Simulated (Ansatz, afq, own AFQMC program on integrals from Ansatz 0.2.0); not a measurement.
# AlNH2 (singlet): quantum Monte Carlo beside coupled cluster at distance Al1–N2 = 2.227 Å, cc-pVDZ, part 2 of 2

Ansatz 0.2.0, Gaussian basis, and an in-house AFQMC program (afq) on its integrals; all values are calculated; cc-pVDZ, frozen cores.

## 9. CCSDT(Q) on RHF

in.yaml reads:

```yaml
crystal:
  periodic: [false, false, false]
  atoms:
    - {symbol: Al, position_ang: [0.000000, 0.000000, 0.857375]}
    - {symbol: N, position_ang: [0.000000, 0.000000, -1.369625]}
    - {symbol: H, position_ang: [0.000000, 0.822256, -1.959120]}
    - {symbol: H, position_ang: [0.000000, -0.822256, -1.959120]}
basis:
  gaussian: {orbitals: cc-pVDZ}
magnetization: {spin_polarized: false}
correlation: {method: ccsdt_q, electrons: outside_noble_gas}
```

The run is started by

```
ansatz run in.yaml --threads 1 --pin off --events-out ev --progress --plain --max-ram 1382MiB
```

Output, cut to the lines that bear on the results:

```text
Functional definition: HF
  name "HF"
  cite "Fock, Z. Phys. 61, 126 (1930) doi:10.1007/BF01340294"
  parent pbe
[...]
787 factors; integrals over basis functions are off by at most 1.7e-7 eV
[...]
mean field -8095.54378445 eV, -297.5057467218 hartree, gradient 1.1e-6 eV, S^2 0.000000; 0 other end points of the search recorded, 0 dependent functions left out
6 core orbitals not correlated: weight in the atoms' cores, before any rotation towards them, 1.000 or more for the frozen orbitals, at most 0.000 for the correlated occupied ones
reference -8095.54378445 eV, -297.5057467218 hartree; 5, 5 occupied and 31, 31 virtual orbitals, 787 factors
second order -6.20262349 eV of doubles, -0.00000000 eV of singles
cycle   1  -6.49649710 eV  change   -2.9e-1 eV  update   1.1e-1
[...]
cycle  17  -7.08467928 eV  change   -7.6e-7 eV  update   5.2e-7
perturbative correction -0.02765351 eV, -0.0010162477 hartree
Total energy: -8102.65611724 eV, -297.7671201310 hartree
```

It took 3.4 s on 1 thread of Arm Neoverse V2, shared host.

From the report: correlation -7.1123 eV; T1 0.032; largest double amplitude 0.10.

## 10. Phaseless AFQMC, CISD trial on RHF

It reads the integrals that the CCSD(T) run on this determinant wrote.

The run is started by

```
afq ham --method phaseless --trial cisd --walkers 70 --populations 1 --least-time 40 --time-step 0.005 --steps-per-block 50 --equilibration-blocks 28 --max-blocks 300 --target-error 0.00038 --factor-cut 1e-05 --seed 6334 --release-times 0.24,0.51,0.99,1.62,2.4 --release-step 0.03 --release-every 4 --taylor-order 6
```

Output:

```text
orbitals 36  electrons 5 5  factors 268 of 406
reference energy -297.50574556 Eh
CCSD correlation -0.25148598 Eh in 12 cycles, weight of the determinant in the CISD state 0.8623
energy of the start -297.757232 Eh
 block  time / (1/Eh)  mean weight  energy / Eh
     1     0.250  0.9986  -297.753580
     2     0.500  1.0004  -297.757554
     3     0.750  1.0005  -297.759036
     4     1.000  1.0038  -297.759718
     5     1.250  1.0007  -297.760426
     6     1.500  0.9996  -297.759374
     7     1.750  0.9990  -297.772716
     8     2.000  1.0023  -297.767917
     9     2.250  0.9998  -297.770172
    10     2.500  0.9984  -297.760923
    17     4.250  0.9981  -297.769744
    25     6.250  0.9993  -297.771539
    33     8.250  0.9994  -297.772364
    41    10.250  0.9999  -297.761192
    49    12.250  1.0000  -297.769463
    57    14.250  1.0007  -297.762930
    65    16.250  1.0000  -297.764457
    73    18.250  0.9997  -297.760208
    81    20.250  0.9985  -297.761923
    89    22.250  1.0012  -297.769951
    97    24.250  1.0024  -297.758696
   105    26.250  1.0031  -297.776562
   113    28.250  1.0025  -297.762612
   121    30.250  0.9998  -297.760314
   129    32.250  1.0000  -297.773000
   137    34.250  1.0018  -297.767558
   145    36.250  1.0018  -297.773965
   153    38.250  1.0031  -297.765214
   161    40.250  0.9997  -297.786770
   169    42.250  0.9988  -297.765405
   177    44.250  1.0002  -297.770108
   185    46.250  0.9999  -297.768242
   193    48.250  0.9998  -297.757276
   201    50.250  1.0029  -297.761139
   209    52.250  0.9988  -297.768892
   217    54.250  1.0001  -297.765736
   225    56.250  0.9981  -297.768474
   233    58.250  1.0001  -297.758896
   241    60.250  0.9994  -297.765052
   249    62.250  0.9990  -297.764347
   257    64.250  1.0008  -297.768604
   265    66.250  1.0020  -297.764802
   273    68.250  0.9979  -297.764228
   281    70.250  1.0000  -297.758832
   289    72.250  0.9970  -297.765216
   297    74.250  0.9995  -297.765458
   305    76.250  0.9991  -297.762886
   313    78.250  0.9990  -297.763379
   321    80.250  1.0013  -297.771300
blocks merged  error / Eh  count
     1  0.000381  300
     2  0.000457  150
     4  0.000541  75
     8  0.000620  37
    16  0.000543  18
    32  0.000384  9
released: time / (1/Eh)  energy / Eh  error  mean overlap
  0.24  -297.767645  0.000625  0.9973
  0.51  -297.767040  0.000525  1.0104
  0.99  -297.767023  0.000481  1.0140
  1.62  -297.768459  0.000754  1.0139
  2.40  -297.766469  0.001446  1.0304
energy -297.766261 +/- 0.000620 Eh
```

Run time: 3.7 min. Hardware: 1 thread of Arm Neoverse V2, shared host.

Energy -8102.6327 ± 0.0169 eV. Caveats: constraint bias not in the error; error above the target.

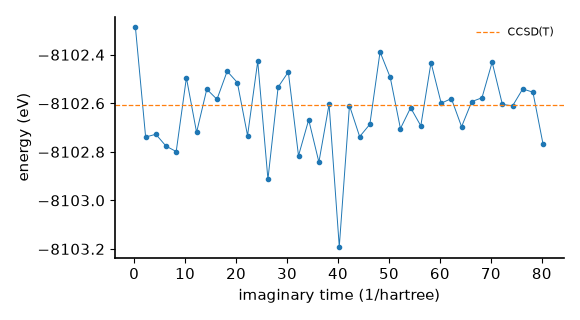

Block energies along the walk.

## 11. Phaseless AFQMC, single-determinant trial on RHF

It reads the integrals that the CCSD(T) run on this determinant wrote.

The run is started by

```
afq ham --method phaseless --trial hf --walkers 140 --populations 1 --least-time 40 --time-step 0.005 --steps-per-block 20 --equilibration-blocks 112 --max-blocks 600 --target-error 0.00114 --factor-cut 1e-05 --seed 363 --taylor-order 6
```

Output:

```text
orbitals 36  electrons 5 5  factors 268 of 406
reference energy -297.50574556 Eh
CCSD correlation -0.25148598 Eh in 12 cycles, weight of the determinant in the CISD state 0.8623
energy of the start -297.505746 Eh
 block  time / (1/Eh)  mean weight  energy / Eh
     1     0.100  1.0005  -297.559569
     2     0.200  1.0027  -297.605627
     3     0.300  1.0004  -297.648619
     4     0.400  1.0026  -297.670959
     5     0.500  1.0010  -297.683110
     6     0.600  1.0000  -297.702019
     7     0.700  1.0023  -297.704633
     8     0.800  1.0012  -297.714403
     9     0.900  1.0013  -297.708916
    10     1.000  1.0008  -297.740111
    18     1.800  0.9997  -297.723754
    35     3.500  1.0008  -297.757611
    52     5.200  1.0005  -297.764201
    69     6.900  1.0018  -297.795180
    86     8.600  1.0009  -297.756238
   103    10.300  1.0029  -297.786033
   120    12.000  0.9996  -297.779314
   137    13.700  1.0009  -297.778255
   154    15.400  1.0005  -297.741514
   171    17.100  1.0005  -297.766623
   188    18.800  0.9990  -297.782571
   205    20.500  1.0010  -297.745324
   222    22.200  0.9993  -297.741434
   239    23.900  0.9975  -297.747223
   256    25.600  0.9999  -297.795204
   273    27.300  1.0010  -297.797906
   290    29.000  0.9994  -297.755604
   307    30.700  0.9972  -297.739239
   324    32.400  1.0016  -297.775734
   341    34.100  0.9998  -297.749517
   358    35.800  0.9991  -297.780805
   375    37.500  0.9987  -297.736601
   392    39.200  0.9986  -297.736866
   409    40.900  0.9995  -297.771878
   426    42.600  0.9995  -297.789974
   443    44.300  0.9977  -297.745986
   460    46.000  1.0004  -297.766790
   477    47.700  1.0004  -297.738160
   494    49.400  1.0004  -297.782367
   511    51.100  0.9998  -297.806305
   528    52.800  0.9994  -297.788112
   545    54.500  0.9988  -297.780565
   562    56.200  1.0001  -297.728899
   579    57.900  0.9987  -297.795592
   596    59.600  0.9993  -297.740967
   613    61.300  0.9988  -297.767569
   630    63.000  1.0008  -297.758146
   647    64.700  1.0003  -297.772782
   664    66.400  0.9987  -297.739457
   681    68.100  1.0011  -297.832491
   698    69.800  1.0013  -297.764026
blocks merged  error / Eh  count
     1  0.001042  600
     2  0.001386  300
     4  0.001764  150
     8  0.002169  75
    16  0.002691  37
    32  0.003206  18
    64  0.002506  9
energy -297.773609 +/- 0.003206 Eh
```

Wall time 2.7 min (1 thread of Arm Neoverse V2, shared host).

Energy -8102.8327 ± 0.0873 eV. Caveats: constraint bias not in the error; error above the target.

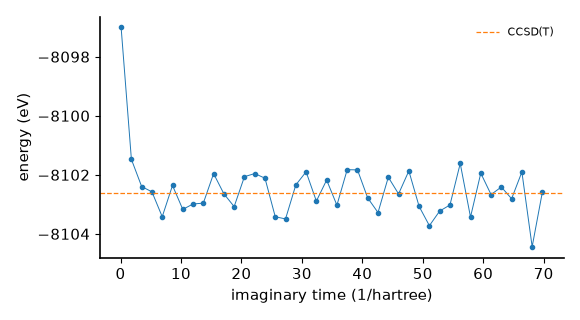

Block energies along the walk.

## 12. Free-projection AFQMC, CISD trial on RHF

It reads the integrals that the CCSD(T) run on this determinant wrote.

The run is started by

```
afq ham --method free --trial cisd --walkers 70 --time-step 0.03 --max-blocks 80 --target-error 0.00038 --factor-cut 1e-05 --seed 4185 --times 0,0.21,0.42,0.81,1.2,1.8,2.4,3 --taylor-order 8
```

Output:

```text
orbitals 36  electrons 5 5  factors 268 of 406
reference energy -297.50574556 Eh
CCSD correlation -0.25148598 Eh in 12 cycles, weight of the determinant in the CISD state 0.8623
repeat  energy at the last time / Eh  error
    10  -297.771368  0.002328
    20  -297.768885  0.001503
    30  -297.768696  0.001253
    40  -297.769042  0.001065
    50  -297.768598  0.001003
    60  -297.768246  0.000977
    70  -297.767719  0.000886
    80  -297.767655  0.000862
time / (1/Eh)  energy / Eh  error  mean overlap
  0.00  -297.756302  0.000368  1.1574
  0.21  -297.760590  0.000355  1.1620
  0.42  -297.762756  0.000355  1.1603
  0.81  -297.764562  0.000423  1.1630
  1.20  -297.765850  0.000430  1.1522
  1.80  -297.767158  0.000493  1.1319
  2.40  -297.766831  0.000685  1.1336
  3.00  -297.767655  0.000862  1.1193
energy -297.767655 +/- 0.000862 Eh
```

Run time: 1.8 min. Hardware: 1 thread of Arm Neoverse V2, shared host.

Energy -8102.6707 ± 0.0234 eV. Caveats: remainder of the start not in the error; error above the target.

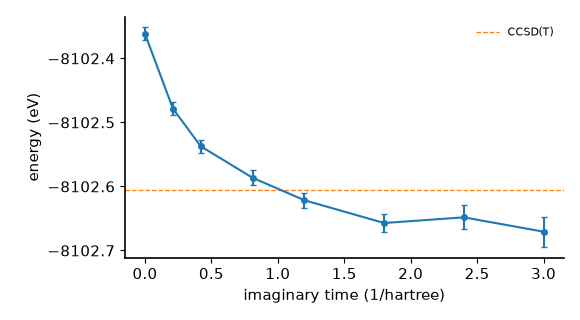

Energy against projection time, with error bars.

## 13. UHF

Changes to in.yaml since step 9:

```diff
@@ -9,3 +9,4 @@
   gaussian: {orbitals: cc-pVDZ}
-magnetization: {spin_polarized: false}
-correlation: {method: ccsdt_q, electrons: outside_noble_gas}
+magnetization: {spin_polarized: true, initial_magnetization: 0}
+hamiltonian: {xc: hf}
+output: {orbitals: {seedname: orbitals}}
```

The run is started by

```
ansatz run in.yaml --threads 1 --pin off --events-out ev --progress --plain --max-ram 1382MiB
```

Output:

```text
Functional definition: HF
  name "HF"
  cite "Fock, Z. Phys. 61, 126 (1930) doi:10.1007/BF01340294"
  parent pbe
  exchange = exact_x
  correlation = 0
406 factors; integrals over basis functions are off by at most 1.1e-3 eV
mean field evaluation 1: about -8091.9176 eV, gradient 2.7e1 eV
mean field evaluation 2: about -8091.9181 eV, gradient 2.7e1 eV
mean field evaluation 4: about -8095.5044 eV, gradient 1.7e0 eV
mean field evaluation 8: about -8095.5438 eV, gradient 8.3e-4 eV
mean field evaluation 16: about -8095.4250 eV, gradient 9.2e-1 eV
mean field evaluation 32: about -8094.4927 eV, gradient 4.4e0 eV
mean field evaluation 64: about -8093.9318 eV, gradient 5.3e-1 eV
mean field -8095.54375290 eV, -297.5057455623 hartree, gradient 1.8e-5 eV, S^2 0.000000; 0 other end points of the search recorded, 0 dependent functions left out
reference -8095.54375290 eV, -297.5057455623 hartree; 11, 11 occupied and 31, 31 virtual orbitals, 406 factors
Total energy: -8095.54375290 eV, -297.5057455623 hartree
```

It took 0.45 s on 1 thread of Arm Neoverse V2, shared host.

From the report: ⟨S²⟩ of the determinant 0.000 (pure singlet: 0.00).

## 14. AFQMC on the ladder

On the RHF determinant, counted from CCSDT(Q) (a yardstick, not exact):

| level | energy (eV) | from CCSDT(Q) (kJ/mol) | statistical error (kJ/mol) | time |
| --- | --- | --- | --- | --- |
| HF | -8095.5438 | +686.2 |  |  |
| MP2 | -8101.7464 | +87.8 |  |  |
| CCSD | -8102.3870 | +26.0 |  |  |
| CCSD(T) | -8102.6062 | +4.8 |  |  |
| CCSDT(Q) | -8102.6561 | 0.0 |  |  |
| Phaseless AFQMC, CISD trial, step 0.005, 70 walkers | -8102.6327 | +2.3 | 1.6 | 3.7 min |
| Phaseless AFQMC, single-determinant trial, step 0.005, 140 walkers | -8102.8327 | -17.0 | 8.4 | 2.7 min |
| Free-projection AFQMC, CISD trial, step 0.03, 70 walkers | -8102.6707 | -1.4 | 2.3 | 1.8 min |

The functionals' totals stand on their own zeros and serve differences with other points: PBE -8113.184 eV; r2SCAN -8116.962 eV; PBE0 -8113.765 eV; B3LYP -8119.351 eV; wB97M-V -8117.729 eV; B2PLYP -8113.968 eV.

## 15. What came out

The summary covers parts 1 to 2.

```
                                                      quantity               value
                                  CCSD(T) on RHF from CCSDT(Q)         +4.8 kJ/mol
              Phaseless AFQMC, CISD trial on RHF from CCSDT(Q)   +2.3 ± 1.6 kJ/mol
Phaseless AFQMC, single-determinant trial on RHF from CCSDT(Q)  -17.0 ± 8.4 kJ/mol
        Free-projection AFQMC, CISD trial on RHF from CCSDT(Q)   -1.4 ± 2.3 kJ/mol
```

On RHF the phaseless walk with the CISD trial lies +2.3 kJ/mol from CCSDT(Q), within three error bars. Free projection has no constraint; at the last time it gives -1.4 ± 2.3 kJ/mol. Error bars are statistical and leave out the constraint, the time step and what remains of the start.
